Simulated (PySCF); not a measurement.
**C₃H₈O₂Si₃: density, localisation and related maps**

```xyz
16

C    -1.0772    2.4005    0.1183
C    -1.2415    1.2448   -0.1591
C    -1.3715   -0.1453   -0.4573
Si   -1.5352   -1.3850    1.0172
O    -0.1740   -2.1482    0.4548
Si    0.2515   -1.1318   -0.7889
O     1.5935   -0.3209   -0.4479
Si    2.3608    0.6656    0.5987
H    -0.9735    3.4182    0.3483
H    -2.1353   -0.2839   -1.2237
H    -1.2849   -0.8383    2.3414
H    -2.6412   -2.3243    0.9108
H     0.4885   -1.8822   -2.0007
H     3.6010   -0.0464    0.9062
H     2.5776    1.8956   -0.1583
H     1.5538    0.8906    1.7959
```

Geometry: GFN2-xTB.

Theory: PySCF 2.14.0, CAM-B3LYP/def2-SVPD, SCF density, gas phase.

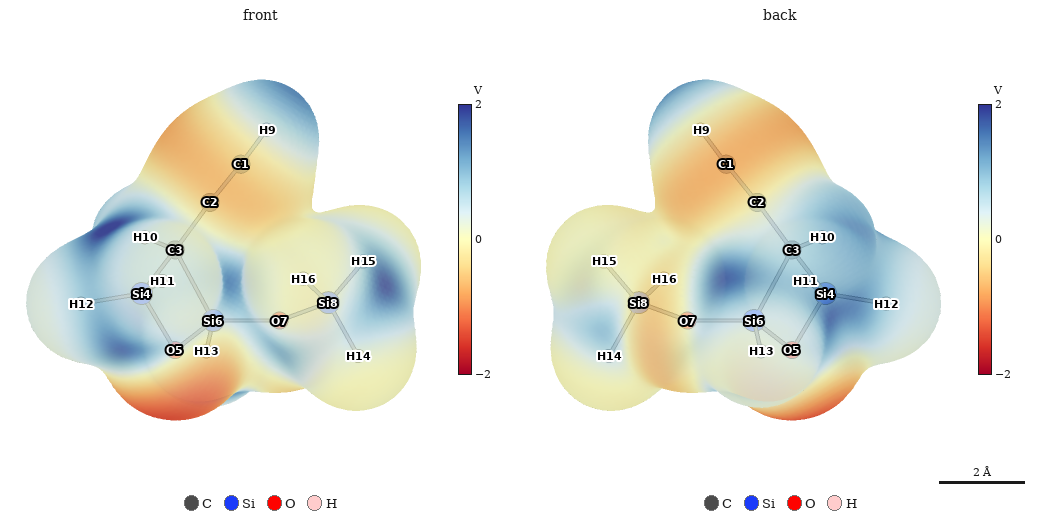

Figure 1. The electrostatic potential painted on the density surface at 0.002 e/bohr³, seen from the front and from behind; red is negative and blue positive.

### Which sites attract a positive test charge, and which a negative one?

A positive charge is drawn to the negative regions and a negative charge to the positive ones. The most negative region (about −1.4 V, or −32 kcal/mol for a unit charge) lies over O5, the most positive (about +1.9 V, or +44 kcal/mol for a unit charge) over Si4 and Si8. O5 is the likeliest acceptor of a hydrogen bond.

### How polar is the molecule by this calculation?

Its dipole moment is 1.04 D.

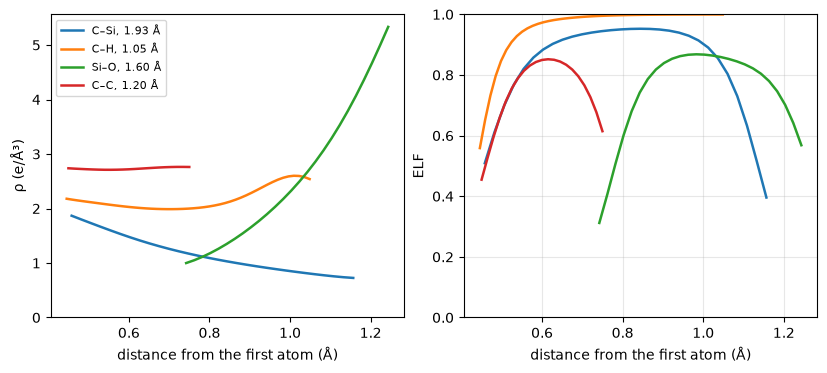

Figure 2. Electron density and electron localisation function along straight lines between neighbouring atoms. The curves leave out the atomic cores.

### What kind of bonding do the profiles show?

C–Si (1.93 Å): ρ at the midpoint is about 0.89 e/Å³; the ELF peaks at about 0.95 between the atoms; a shared electron pair.
C–H (1.05 Å): the density is about 2.1 e/Å³ at the midpoint; the ELF climbs to about 1 towards the hydrogen, as it does in any bond to H: a covalent bond by its length.
Si–O (1.60 Å): the density is about 1.2 e/Å³ at the midpoint; the ELF peaks at about 0.85 between the atoms; a polar covalent bond.
C–C (1.20 Å): ρ at the midpoint is about 2.7 e/Å³; the ELF peaks at about 0.85 between the atoms: a short, multiple covalent bond.
